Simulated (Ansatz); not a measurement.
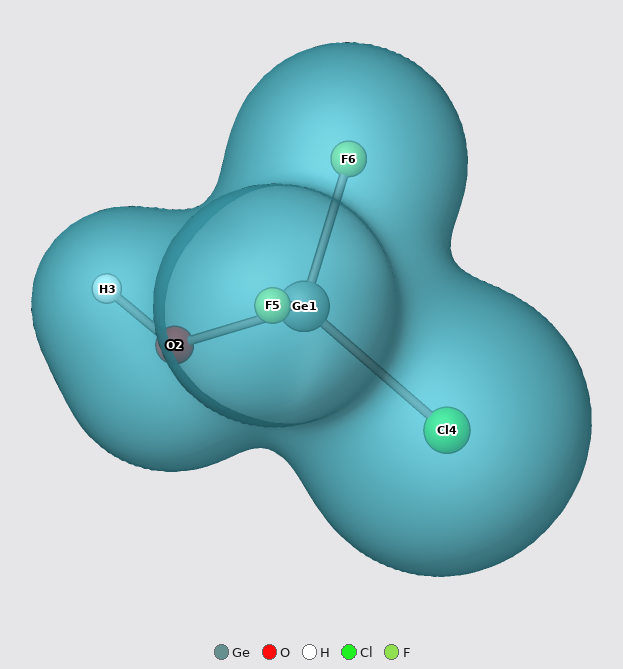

*ClF2GeHO. Isosurface of the total electron density at 0.05 e/Å³ (cyan), seen at an oblique angle.*

The calculation used RKS CAM-B3LYP-D4/def2-SVP in Ansatz 0.2.0.

Input file:

```
crystal:
  periodic: [false, false, false]
  atoms:
    - { symbol: Ge, position_ang: [0.0, 0.0, 0.0] }
    - { symbol: O, position_ang: [0.0, 0.0, 1.77] }
    - { symbol: H, position_ang: [-0.9095, -0.2814, 2.1071] }
    - { symbol: Cl, position_ang: [2.0935, 0.0, -0.7393] }
    - { symbol: F, position_ang: [-0.7913, 1.3709, -0.5594] }
    - { symbol: F, position_ang: [-0.7913, -1.3709, -0.5594] }
basis:
  gaussian: { orbitals: def2-SVP }
hamiltonian:
  xc: cam_b3lyp
  dispersion: d4
relax:
  f_tol: 0.02
  max_steps: 40
output:
  orbitals: {}
```

Run with:

```sh
ansatz run input.yaml --threads 2 --pin off --max-ram 3072MiB --backend cpu --events-out ev --progress --plain --runs-dir out
```

The fields are those of the run's last geometry, not of the input's.

### How is the density connected at this value?

At this value the surface is in one piece. It bridges the sampled Ge–F (1.71 Å), Ge–O (1.73 Å), Ge–Cl (2.10 Å) and O–H (0.97 Å) contacts, where the density stays above the isovalue. On the grid the lowest density along these lines, outside the cores, is 0.96 e/Å³ (Ge–F, 1.71 Å), 1 e/Å³ (Ge–O, 1.73 Å), 0.75 e/Å³ (Ge–Cl, 2.10 Å) and 2.3 e/Å³ (O–H, 0.97 Å).
